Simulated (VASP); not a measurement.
# How SCF threshold and smearing change a VASP run on FeSb, part 2 of 4

A convergence test on FeSb: the SCF threshold and smearing. The series runs use LDA. The start is a cell from a database of measured crystal structures.

VASP 6.6.1; LDA, spin-polarised from a ferromagnetic start; plane waves and PAW (Fe, Sb).

Still holding for the runs below: The magnetic state follows from one typed start and may not be the lowest. The k-mesh is coarse for a metal.

So far. Step 5 (SCF threshold: EDIFF = 1E-05): Against the run before the energy stays within 0.01 meV an atom and the pressure within 0.01 GPa, after 13 cycles in 21 s.

The database entry behind the starting cell differs from later determinations by our own check (0.1 to 0.3 % short, probably kX units), so it need not match the best structure at ambient conditions.

**6. SCF threshold: EDIFF = 1E-06**

File INCAR:

```
SYSTEM = FeSb
PREC = Accurate
ENCUT = 400
EDIFF = 1E-06
NELM = 100
ISMEAR = -1
SIGMA = 0.05
LREAL = .FALSE.
ALGO = Normal
GGA = CA
NBANDS = 25
ISPIN = 2
MAGMOM = 3 3 0 0
LASPH = .TRUE.
LMAXMIX = 4
LORBIT = 11
LWAVE = .FALSE.
LCHARG = .FALSE.
KPAR = 4
ISIF = 2
```

File POSCAR:

```
FeSb
1.0
    4.0600000000      0.0000000000      0.0000000000
   -2.0300000000      3.5160631394      0.0000000000
    0.0000000000      0.0000000000      5.1300000000
Fe Sb
2 2
Direct
    0.0000000000      0.0000000000      0.0000000000
    0.0000000000      0.0000000000      0.5000000000
    0.3333333333      0.6666666667      0.2500000000
    0.6666666667      0.3333333333      0.7500000000
```

File KPOINTS:

```
Automatic mesh
0
Gamma
6 6 5
0 0 0
```

The projector-augmented-wave data sets are Fe and Sb (PBE family, release 64).

Launch:

```bash
mpirun -np 4 vasp_std
```

Output:

```text
[... set-up lines as in an earlier step ...]
 entering main loop
       N       E                     dE             d eps       ncg     rms          rms(c)
[... 12 cycles as in an earlier step ...]
DAV:  13    -0.281654641321E+02    0.86193E-05   -0.18610E-05  3149   0.338E-02    0.140E-02
DAV:  14    -0.281654633227E+02    0.80945E-06   -0.42541E-06  1806   0.164E-02
   1 F= -.28165463E+02 E0= -.28146617E+02  d E =-.376921E-01  mag=     2.4748
```

Elapsed: 18 s, on 4 MPI ranks of AMD EPYC 7R43, shared host; peak memory 0.62 GiB; 69 s of CPU time.

OUTCAR, selected parts (step 6):

```text
  Total       -5.8473448     -5.8473448     -6.5145602      0.0000000     -0.0000000      0.0000000
  in kB     -127.9290645   -127.9290645   -142.5265002      0.0000000     -0.0000000      0.0000000
  external PRESSURE =    -132.7948764 kB  Pullay stress =       0.0000000 kB

 POSITION                                       TOTAL-FORCE (eV/Angst)
 -----------------------------------------------------------------------------------
      0.00000      0.00000      0.00000         0.000000      0.000000      0.000000
      0.00000      0.00000      2.56500         0.000000      0.000000      0.000000
     -0.00000      2.34404      1.28250         0.000000     -0.000000     -0.000000
      2.03000      1.17202      3.84750        -0.000000      0.000000     -0.000000
 -----------------------------------------------------------------------------------
    total drift:                               -0.000000      0.000000      0.000000

  FREE ENERGIE OF THE ION-ELECTRON SYSTEM (eV)
  ---------------------------------------------------
  free  energy   TOTEN  =       -28.1654633227 eV

  energy  without entropy=      -28.1277712630  energy(sigma->0) =      -28.14661729

 magnetization (x)
# of ion       s       p       d       tot
------------------------------------------
    1        0.008   0.004   1.310   1.321
    2        0.008   0.004   1.310   1.321
    3       -0.002  -0.056  -0.002  -0.060
    4       -0.002  -0.056  -0.002  -0.060
--------------------------------------------------
tot          0.011  -0.105   2.616   2.522

[... 2 parts as in an earlier step ...]

[... 1 further part left out ...]
[key lines of the parts left out:]
E-fermi :   7.6379
```

Against the run before the energy stays within 0.01 meV an atom; the pressure moves by +0.02 GPa, after 14 cycles in 18 s.

**7. SCF threshold: EDIFF = 1E-08**

Changes to INCAR since step 6:

```diff
@@ -3,3 +3,3 @@
 ENCUT = 400
-EDIFF = 1E-06
+EDIFF = 1E-08
 NELM = 100
```

POSCAR is that of step 6.

KPOINTS is that of step 6.

Launch:

```bash
mpirun -np 4 vasp_std
```

Output:

```text
[... set-up lines as in an earlier step ...]
 entering main loop
       N       E                     dE             d eps       ncg     rms          rms(c)
[... 12 cycles as in an earlier step ...]
DAV:  13    -0.281654641321E+02    0.86193E-05   -0.18611E-05  3157   0.338E-02    0.140E-02
DAV:  14    -0.281654633628E+02    0.76928E-06   -0.46618E-06  2978   0.164E-02    0.829E-03
DAV:  15    -0.281654633928E+02   -0.29943E-07   -0.41818E-07  2362   0.462E-03    0.431E-03
DAV:  16    -0.281654634315E+02   -0.38700E-07   -0.10811E-07  2464   0.199E-03    0.163E-03
DAV:  17    -0.281654634468E+02   -0.15339E-07   -0.30553E-08  1895   0.191E-03    0.389E-04
DAV:  18    -0.281654634470E+02   -0.14120E-09   -0.37768E-09  1085   0.454E-04
   1 F= -.28165463E+02 E0= -.28146621E+02  d E =-.376844E-01  mag=     2.4751
```

The job ended after 22 s (4 MPI ranks; peak memory 0.62 GiB; 84 s of CPU time).

OUTCAR, selected parts (step 7):

```text
  Total       -5.8504328     -5.8504328     -6.5157608      0.0000000      0.0000000      0.0000000
  in kB     -127.9966236   -127.9966236   -142.5527662      0.0000000      0.0000000      0.0000000
  external PRESSURE =    -132.8486711 kB  Pullay stress =       0.0000000 kB

 POSITION                                       TOTAL-FORCE (eV/Angst)
 -----------------------------------------------------------------------------------
      0.00000      0.00000      0.00000         0.000000      0.000000      0.000000
      0.00000      0.00000      2.56500         0.000000      0.000000      0.000000
     -0.00000      2.34404      1.28250        -0.000000     -0.000000     -0.000000
      2.03000      1.17202      3.84750         0.000000      0.000000      0.000000
 -----------------------------------------------------------------------------------
    total drift:                               -0.000000      0.000000      0.000000

  FREE ENERGIE OF THE ION-ELECTRON SYSTEM (eV)
  ---------------------------------------------------
  free  energy   TOTEN  =       -28.1654634470 eV

  energy  without entropy=      -28.1277790842  energy(sigma->0) =      -28.14662127

[... 3 parts as in an earlier step ...]

[... 1 further part left out ...]
[key lines of the parts left out:]
E-fermi :   7.6378
```

Against the run before the energy stays within 0.01 meV an atom; the pressure moves by -0.01 GPa, after 18 cycles in 22 s.

**8. The SCF threshold series as a table**

This step: convergence of LDA results with the threshold; plane waves and PAW (VASP 6.6.1).

No new run; the numbers come from the runs before.

Differences are taken from the run with EDIFF = 1E-08. Results of the series, by row:

```
      setting     status  energy less the reference (meV/atom)  pressure (GPa)  moment (μB)  SCF cycles  wall time (s)
 EDIFF = 0.01  converged                               -0.3412          -14.74        2.452          10             11
EDIFF = 0.001  converged                               -0.0706           -14.5        2.471          11           12.6
EDIFF = 1E-04  converged                             -0.004315           -13.3        2.475          13             17
EDIFF = 1E-05  converged                             -0.003828           -13.3        2.475          13             21
EDIFF = 1E-06  converged                               9.95e-4          -13.28        2.475          14             18
EDIFF = 1E-08  converged                                     0          -13.28        2.475          18             22
```

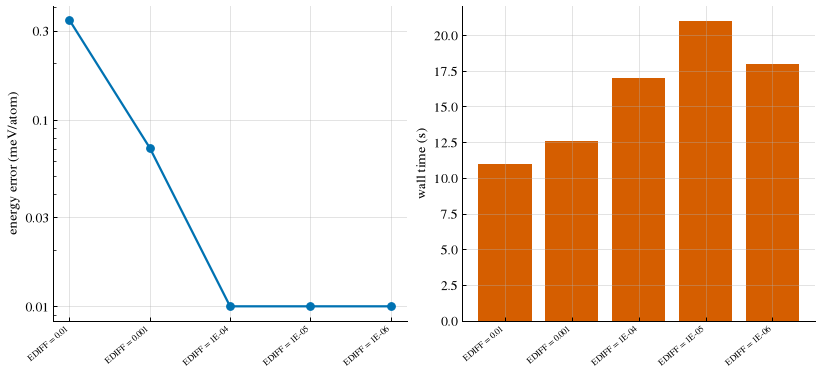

The energy error in size, against the reference run (errors under 0.01 are drawn at 0.01), and the wall time by setting.

**9. Smearing: ISMEAR = 0, SIGMA = 0.01**

This step: LDA, spin-polarised from a ferromagnetic start; plane waves and PAW (Fe, Sb) (VASP 6.6.1).

Smearing steadies the sum over the Fermi surface at the price of an entropy term.

Changes to INCAR since step 7:

```diff
@@ -3,6 +3,6 @@
 ENCUT = 400
-EDIFF = 1E-08
+EDIFF = 1E-06
 NELM = 100
-ISMEAR = -1
-SIGMA = 0.05
+ISMEAR = 0
+SIGMA = 0.01
 LREAL = .FALSE.
```

POSCAR is that of step 7.

KPOINTS is that of step 7.

Launch:

```bash
mpirun -np 4 vasp_std
```

Output:

```text
[... set-up lines as in an earlier step ...]
 entering main loop
       N       E                     dE             d eps       ncg     rms          rms(c)
DAV:   1     0.134977325558E+03    0.13498E+03   -0.86988E+03  2100   0.832E+02
DAV:   2    -0.228078064203E+02   -0.15779E+03   -0.14716E+03  2155   0.212E+02
DAV:   3    -0.299670271322E+02   -0.71592E+01   -0.69342E+01  2726   0.561E+01
DAV:   4    -0.301282278422E+02   -0.16120E+00   -0.16094E+00  2409   0.821E+00
DAV:   5    -0.301335136028E+02   -0.52858E-02   -0.52854E-02  2694   0.166E+00    0.161E+01
DAV:   6    -0.344433018033E+02   -0.43098E+01   -0.29002E+01  2449   0.805E+01    0.257E+01
DAV:   7    -0.282073675588E+02    0.62359E+01   -0.25437E+01  2483   0.616E+01    0.441E+00
DAV:   8    -0.281892010088E+02    0.18167E-01   -0.82818E-01  2254   0.466E+00    0.211E+00
DAV:   9    -0.281491112628E+02    0.40090E-01   -0.96249E-02  2645   0.374E+00    0.981E-01
DAV:  10    -0.281476061033E+02    0.15052E-02   -0.37246E-03  2677   0.582E-01    0.336E-01
DAV:  11    -0.281465342022E+02    0.10719E-02   -0.10663E-03  2858   0.268E-01    0.146E-01
DAV:  12    -0.281463490128E+02    0.18519E-03   -0.22438E-04  2887   0.188E-01    0.721E-02
DAV:  13    -0.281463062850E+02    0.42728E-04   -0.32883E-05  3057   0.349E-02    0.229E-02
DAV:  14    -0.281463065016E+02   -0.21663E-06   -0.59976E-06  1502   0.139E-02
   1 F= -.28146307E+02 E0= -.28146224E+02  d E =-.164616E-03  mag=     2.3666
```

Elapsed: 17 s, on 4 MPI ranks; peak memory 0.59 GiB.

From OUTCAR (step 9):

```text
   NELECT =      26.0000    total number of electrons

 E-fermi :   7.6237

 spin component 1
 k-point     1 :       0.0000    0.0000    0.0000
  band No.  band energies     occupation
    ...
      8       5.4559      1.00000
      9       6.3047      1.00000
     10       6.3047      1.00000
     11       6.9461      1.00000
     12       6.9461      1.00000
     13       8.3408      0.00000
     14       8.3408      0.00000
     15       8.6046      0.00000
     16      10.6257      0.00000
     17      10.6257      0.00000
    ...

 k-point     2 :       0.1667    0.0000    0.0000
  band No.  band energies     occupation
    ...
      9       6.0565      1.00000
     10       6.3738      1.00000
     11       6.9307      1.00000
     12       6.9494      1.00000
     13       6.9879      1.00000
     14       7.6675      0.00000
     15       8.4344      0.00000
     16       9.5140      0.00000
     17      11.1266      0.00000
     18      11.1696      0.00000
    ...

  Total       -6.0100439     -6.0100439     -6.5993602      0.0000000      0.0000000      0.0000000
  in kB     -131.4886181   -131.4886181   -144.3817667      0.0000000      0.0000000      0.0000000
  external PRESSURE =    -135.7863343 kB  Pullay stress =       0.0000000 kB

 POSITION                                       TOTAL-FORCE (eV/Angst)
 -----------------------------------------------------------------------------------
      0.00000      0.00000      0.00000        -0.000000      0.000000     -0.000000
      0.00000      0.00000      2.56500        -0.000000      0.000000     -0.000000
     -0.00000      2.34404      1.28250         0.000000      0.000000     -0.000000
      2.03000      1.17202      3.84750         0.000000      0.000000      0.000000
 -----------------------------------------------------------------------------------
    total drift:                               -0.000000      0.000000      0.000000

  FREE ENERGIE OF THE ION-ELECTRON SYSTEM (eV)
  ---------------------------------------------------
  free  energy   TOTEN  =       -28.1463065016 eV

  energy  without entropy=      -28.1461418861  energy(sigma->0) =      -28.14622419

 magnetization (x)
# of ion       s       p       d       tot
------------------------------------------
    1        0.007   0.002   1.260   1.269
    2        0.007   0.002   1.260   1.269
    3       -0.002  -0.056  -0.002  -0.060
    4       -0.002  -0.056  -0.002  -0.060
--------------------------------------------------
tot          0.009  -0.107   2.517   2.419

[... 9 parts as in an earlier step ...]

[... 13 further parts left out ...]
```

Numbers from this step:

| Property | Result |
| --- | --- |
| SCF cycles | 14 |
| free energy (TOTEN) | -28.15 eV |
| Fermi energy | 7.624 eV |
| pressure | -13.58 GPa |
| moment of the cell, from the last line of the log | 2.367 μB |

The series starts at -7.0366 eV an atom and -13.58 GPa, after 14 cycles in 17 s. The entropy term T·S comes to 0.04 meV an atom in size.

**10. Smearing: ISMEAR = 0, SIGMA = 0.05**

Changes to INCAR since step 9:

```diff
@@ -6,3 +6,3 @@
 ISMEAR = 0
-SIGMA = 0.01
+SIGMA = 0.05
 LREAL = .FALSE.
```

POSCAR is that of step 9.

KPOINTS is that of step 9.

Launch:

```bash
mpirun -np 4 vasp_std
```

Output:

```text
[... set-up lines as in an earlier step ...]
 entering main loop
       N       E                     dE             d eps       ncg     rms          rms(c)
DAV:   1     0.134974983186E+03    0.13497E+03   -0.86988E+03  2100   0.832E+02
DAV:   2    -0.228092170749E+02   -0.15778E+03   -0.14716E+03  2155   0.212E+02
DAV:   3    -0.299704010364E+02   -0.71612E+01   -0.69347E+01  2726   0.562E+01
DAV:   4    -0.301317304433E+02   -0.16133E+00   -0.16106E+00  2409   0.821E+00
[...]
DAV:  13    -0.281490166493E+02    0.20515E-04   -0.18383E-05  2934   0.291E-02    0.344E-02
DAV:  14    -0.281490137054E+02    0.29440E-05   -0.85719E-06  1799   0.195E-02    0.952E-03
DAV:  15    -0.281490139417E+02   -0.23633E-06   -0.66062E-07  1086   0.715E-03
   1 F= -.28149014E+02 E0= -.28145818E+02  d E =-.639274E-02  mag=     2.3901
```

Run time: 16 s. Hardware: 4 MPI ranks; peak memory 0.59 GiB; 64 s of CPU time.

OUTCAR, selected parts (step 10):

```text
  Total       -5.9566226     -5.9566226     -6.5927180     -0.0000000     -0.0000000      0.0000000
  in kB     -130.3198593   -130.3198593   -144.2364485     -0.0000000     -0.0000000      0.0000000
  external PRESSURE =    -134.9587224 kB  Pullay stress =       0.0000000 kB

 POSITION                                       TOTAL-FORCE (eV/Angst)
 -----------------------------------------------------------------------------------
      0.00000      0.00000      0.00000        -0.000000     -0.000000     -0.000000
      0.00000      0.00000      2.56500        -0.000000     -0.000000     -0.000000
     -0.00000      2.34404      1.28250        -0.000000      0.000000      0.000000
      2.03000      1.17202      3.84750         0.000000      0.000000     -0.000000
 -----------------------------------------------------------------------------------
    total drift:                               -0.000000      0.000000      0.000000

  FREE ENERGIE OF THE ION-ELECTRON SYSTEM (eV)
  ---------------------------------------------------
  free  energy   TOTEN  =       -28.1490139417 eV

  energy  without entropy=      -28.1426212042  energy(sigma->0) =      -28.14581757

 magnetization (x)
# of ion       s       p       d       tot
------------------------------------------
    1        0.007   0.003   1.271   1.281
    2        0.007   0.003   1.271   1.281
    3       -0.002  -0.056  -0.002  -0.060
    4       -0.002  -0.056  -0.002  -0.060
--------------------------------------------------
tot          0.010  -0.107   2.539   2.442

[... 2 parts as in an earlier step ...]

[... 1 further part left out ...]
[key lines of the parts left out:]
E-fermi :   7.6311
```

Against the run before the energy at zero width moves by +0.10 meV an atom and the pressure by +0.08 GPa, after 15 cycles in 16 s. The entropy term T·S comes to 1.60 meV an atom in size.

**11. Smearing: ISMEAR = 0, SIGMA = 0.1**

Changes to INCAR since step 10:

```diff
@@ -6,3 +6,3 @@
 ISMEAR = 0
-SIGMA = 0.05
+SIGMA = 0.1
 LREAL = .FALSE.
```

POSCAR is that of step 10.

KPOINTS is that of step 10.

Launch:

```bash
mpirun -np 4 vasp_std
```

Output:

```text
[... set-up lines as in an earlier step ...]
 entering main loop
       N       E                     dE             d eps       ncg     rms          rms(c)
DAV:   1     0.134967055070E+03    0.13497E+03   -0.86988E+03  2100   0.832E+02
DAV:   2    -0.228171005989E+02   -0.15778E+03   -0.14717E+03  2155   0.212E+02
DAV:   3    -0.299785443977E+02   -0.71614E+01   -0.69332E+01  2726   0.561E+01
DAV:   4    -0.301400056526E+02   -0.16146E+00   -0.16118E+00  2409   0.822E+00
[...]
DAV:  13    -0.281581880332E+02    0.10278E-04   -0.16674E-05  3146   0.300E-02    0.140E-02
DAV:  14    -0.281581869254E+02    0.11078E-05   -0.40660E-06  1622   0.136E-02    0.772E-03
DAV:  15    -0.281581870190E+02   -0.93580E-07   -0.58761E-07  1087   0.709E-03
   1 F= -.28158187E+02 E0= -.28146487E+02  d E =-.234000E-01  mag=     2.4510
```

The job ended after 19 s (4 MPI ranks; peak memory 0.62 GiB).

Parts of OUTCAR (step 11):

```text
  Total       -5.8808490     -5.8808490     -6.5516759      0.0000000      0.0000000     -0.0000000
  in kB     -128.6620731   -128.6620731   -143.3385227      0.0000000      0.0000000     -0.0000000
  external PRESSURE =    -133.5542230 kB  Pullay stress =       0.0000000 kB

 POSITION                                       TOTAL-FORCE (eV/Angst)
 -----------------------------------------------------------------------------------
      0.00000      0.00000      0.00000         0.000000      0.000000     -0.000000
      0.00000      0.00000      2.56500         0.000000      0.000000     -0.000000
     -0.00000      2.34404      1.28250        -0.000000     -0.000000      0.000000
      2.03000      1.17202      3.84750         0.000000      0.000000      0.000000
 -----------------------------------------------------------------------------------
    total drift:                               -0.000000      0.000000      0.000000

  FREE ENERGIE OF THE ION-ELECTRON SYSTEM (eV)
  ---------------------------------------------------
  free  energy   TOTEN  =       -28.1581870190 eV

  energy  without entropy=      -28.1347870105  energy(sigma->0) =      -28.14648701

 magnetization (x)
# of ion       s       p       d       tot
------------------------------------------
    1        0.008   0.003   1.299   1.310
    2        0.008   0.003   1.299   1.310
    3       -0.002  -0.056  -0.002  -0.060
    4       -0.002  -0.056  -0.002  -0.060
--------------------------------------------------
tot          0.011  -0.106   2.595   2.500

[... 2 parts as in an earlier step ...]

[... 1 further part left out ...]
[key lines of the parts left out:]
E-fermi :   7.6362
```

Against the run before the energy at zero width moves by -0.17 meV an atom and the pressure by +0.14 GPa, after 15 cycles in 19 s. The entropy term T·S comes to 5.85 meV an atom in size.

**12. Smearing: ISMEAR = 0, SIGMA = 0.2**

Changes to INCAR since step 11:

```diff
@@ -6,3 +6,3 @@
 ISMEAR = 0
-SIGMA = 0.1
+SIGMA = 0.2
 LREAL = .FALSE.
```

POSCAR is that of step 11.

KPOINTS is that of step 11.

Launch:

```bash
mpirun -np 4 vasp_std
```

Output:

```text
[... set-up lines as in an earlier step ...]
 entering main loop
       N       E                     dE             d eps       ncg     rms          rms(c)
DAV:   1     0.134938917385E+03    0.13494E+03   -0.86988E+03  2100   0.832E+02
DAV:   2    -0.228533467735E+02   -0.15779E+03   -0.14718E+03  2155   0.212E+02
DAV:   3    -0.300143249541E+02   -0.71610E+01   -0.69309E+01  2726   0.561E+01
DAV:   4    -0.301758042276E+02   -0.16148E+00   -0.16119E+00  2409   0.822E+00
[...]
DAV:  12    -0.281922978043E+02    0.20169E-03   -0.18883E-04  2993   0.156E-01    0.559E-02
DAV:  13    -0.281922929958E+02    0.48085E-05   -0.25798E-05  3153   0.456E-02    0.274E-02
DAV:  14    -0.281922924720E+02    0.52380E-06   -0.79183E-06  2675   0.275E-02
   1 F= -.28192292E+02 E0= -.28147217E+02  d E =-.901508E-01  mag=     2.5592
```

The job ended after 17 s (4 MPI ranks; peak memory 0.6 GiB).

OUTCAR, selected parts (step 12):

```text
  Total       -5.7217289     -5.7217289     -6.3765964     -0.0000000      0.0000000      0.0000000
  in kB     -125.1808209   -125.1808210   -139.5081083     -0.0000000      0.0000000      0.0000000
  external PRESSURE =    -129.9565834 kB  Pullay stress =       0.0000000 kB

 POSITION                                       TOTAL-FORCE (eV/Angst)
 -----------------------------------------------------------------------------------
      0.00000      0.00000      0.00000        -0.000000      0.000000      0.000000
      0.00000      0.00000      2.56500         0.000000      0.000000      0.000000
     -0.00000      2.34404      1.28250         0.000000      0.000000      0.000000
      2.03000      1.17202      3.84750        -0.000000     -0.000000     -0.000000
 -----------------------------------------------------------------------------------
    total drift:                               -0.000000      0.000000      0.000000

  FREE ENERGIE OF THE ION-ELECTRON SYSTEM (eV)
  ---------------------------------------------------
  free  energy   TOTEN  =       -28.1922924720 eV

  energy  without entropy=      -28.1021416574  energy(sigma->0) =      -28.14721706

 magnetization (x)
# of ion       s       p       d       tot
------------------------------------------
    1        0.008   0.005   1.347   1.360
    2        0.008   0.005   1.347   1.360
    3       -0.002  -0.056  -0.001  -0.059
    4       -0.002  -0.056  -0.001  -0.059
--------------------------------------------------
tot          0.013  -0.103   2.691   2.602

[... 2 parts as in an earlier step ...]

[... 1 further part left out ...]
[key lines of the parts left out:]
E-fermi :   7.6425
```

Against the run before the energy at zero width moves by -0.18 meV an atom and the pressure by +0.36 GPa, after 14 cycles in 17 s. The entropy term T·S comes to 22.54 meV an atom in size.

(Continued in part 3 of 4.)

[Lines on the potential files, build, host, timing and source positions are cut from VASP's logs without a mark.]

[Logs are printed without paths, hosts, clocks, repeated set-up lines and the standing remarks that a program may print on its own settings, such as how far it seeks lower states.]

[Hosts, paths, dates, database ids (printed as entryN), source tags and the programs' standing remarks are cut or masked in the printed files.]

[A measured line is paired with the nearest computed mode of its activity, which favours agreement.]
